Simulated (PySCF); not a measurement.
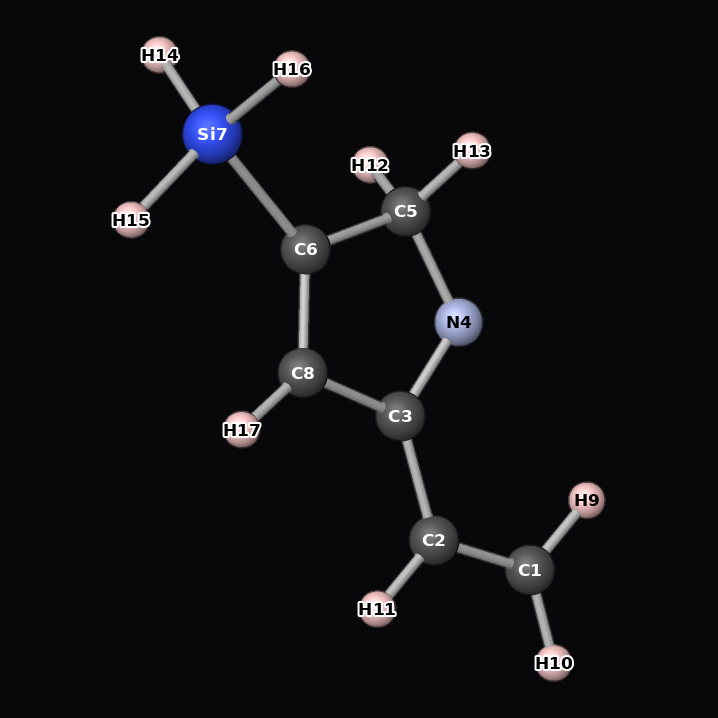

The questions are on Mulliken spin populations. Charge +1, doublet. Computed geometry: GFN2-xTB optimisation. No frequency run is at hand to confirm it as a minimum. Properties computed with UKS B3LYP, pcH-1 on C H N Si, non-relativistic (PySCF 2.14.0).

List the Mulliken spin populations.

| atom | value (e) |
| --- | --- |
| C1 | 0.13 |
| C2 | 0.08 |
| C3 | −0.08 |
| N4 | 0.60 |
| C5 | −0.03 |
| C6 | 0.20 |
| Si7 | −0.01 |
| C8 | 0.07 |
| H9 | −0.01 |
| H10 | −0.01 |
| H11 | 0.00 |
| H12 | 0.02 |
| H13 | 0.00 |
| H14 | 0.01 |
| H15 | 0.01 |
| H16 | 0.01 |
| H17 | 0.00 |

Mulliken values depend strongly on the basis set. The geometry is semi-empirical. Around Si such bond lengths and angles can be off by a tenth of an ångström or more and by several degrees, and values that hang on the shape move with them.
